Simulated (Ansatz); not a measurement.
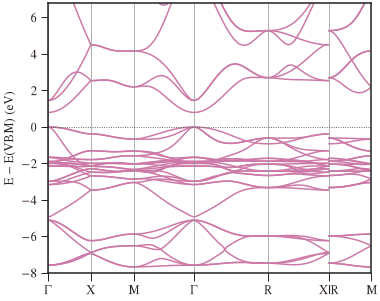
Fig. 1. Band structure from DFT-r²SCAN in the program Ansatz with PAW potentials

Task: Read off the gap and where the band edges lie.

Result: About 0.8 eV (0.79 eV by a search for the band edges); maximum at Γ, minimum at Γ.

Task: Which compound is it?
A) Cu2O, Pn-3m (Cu on 4c, O on 2a)
B) KTaO3, cubic perovskite
C) SiRu, P2_13 (Ru on 4a, Si on 4a)
D) Ca3PbO, anti-perovskite

Result: A, Cu2O, Pn-3m (Cu on 4c, O on 2a)

The r²SCAN relaxation kept the symmetry of its start. No spin polarisation was allowed. No Hubbard U is applied.

Potentials: the later of the program's two PAW sets.
